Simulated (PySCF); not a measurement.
Consider C4H8GeOSi.

```json
{"atom": "C", "x (Å)": "-2.1938", "y (Å)": "0.2989", "z (Å)": "-0.5983"}
{"atom": "C", "x (Å)": "-2.2112", "y (Å)": "0.4223", "z (Å)": "0.9011"}
{"atom": "O", "x (Å)": "-3.0912", "y (Å)": "1.0042", "z (Å)": "1.4932"}
{"atom": "Si", "x (Å)": "-0.7795", "y (Å)": "-0.4213", "z (Å)": "1.8874"}
{"atom": "C", "x (Å)": "0.7255", "y (Å)": "-0.2945", "z (Å)": "0.8170"}
{"atom": "C", "x (Å)": "1.7040", "y (Å)": "-0.1934", "z (Å)": "0.1081"}
{"atom": "Ge", "x (Å)": "3.2263", "y (Å)": "-0.0377", "z (Å)": "-1.0079"}
{"atom": "H", "x (Å)": "-3.0637", "y (Å)": "0.7771", "z (Å)": "-1.0438"}
{"atom": "H", "x (Å)": "-2.1679", "y (Å)": "-0.7551", "z (Å)": "-0.8686"}
{"atom": "H", "x (Å)": "-1.2811", "y (Å)": "0.7568", "z (Å)": "-0.9757"}
{"atom": "H", "x (Å)": "-1.1247", "y (Å)": "-1.8367", "z (Å)": "2.0585"}
{"atom": "H", "x (Å)": "-0.5886", "y (Å)": "0.2806", "z (Å)": "3.1537"}
{"atom": "H", "x (Å)": "3.5660", "y (Å)": "1.4049", "z (Å)": "-1.1700"}
{"atom": "H", "x (Å)": "2.9083", "y (Å)": "-0.6344", "z (Å)": "-2.3376"}
{"atom": "H", "x (Å)": "4.3671", "y (Å)": "-0.7637", "z (Å)": "-0.3814"}
```

Geometry: GFN2-xTB.

The calculation used PBE0/def2-SVPD, SCF density, gas phase in PySCF 2.14.0.

Question: What will maps of the electron density and electron localisation function show?

Answer: C–C (1.21 Å): ρ at the midpoint is about 2.7 e/Å³; the ELF peaks at about 0.85 between the atoms: a short, multiple covalent bond.
C–Si (1.85 Å): ρ is about 0.93 e/Å³ halfway; the ELF peaks at about 0.95 between the atoms: a shared electron pair.
C–Ge (1.89 Å): ρ at the midpoint is about 0.91 e/Å³; the ELF peaks at about 0.95 in the valence shell of C, 0.7 Å from its nucleus, and is about 0.65 at the midpoint.
C–Si (1.93 Å): the density is about 0.92 e/Å³ at the midpoint; the ELF peaks at about 1 between the atoms; a covalent bond.

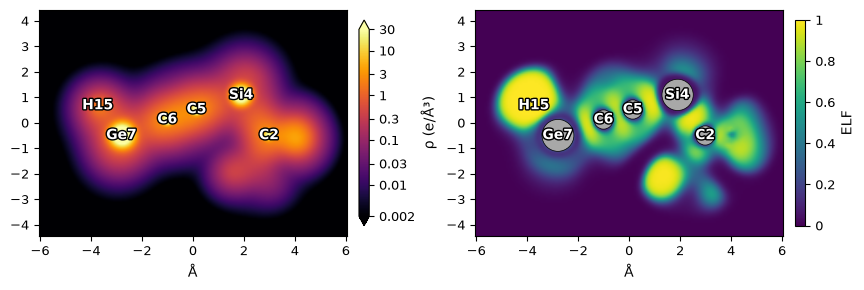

Computed electron density and electron localisation function on the plane of atoms C6, Ge7 and H15, in this order. Grey discs cover the atomic cores in the ELF map. 
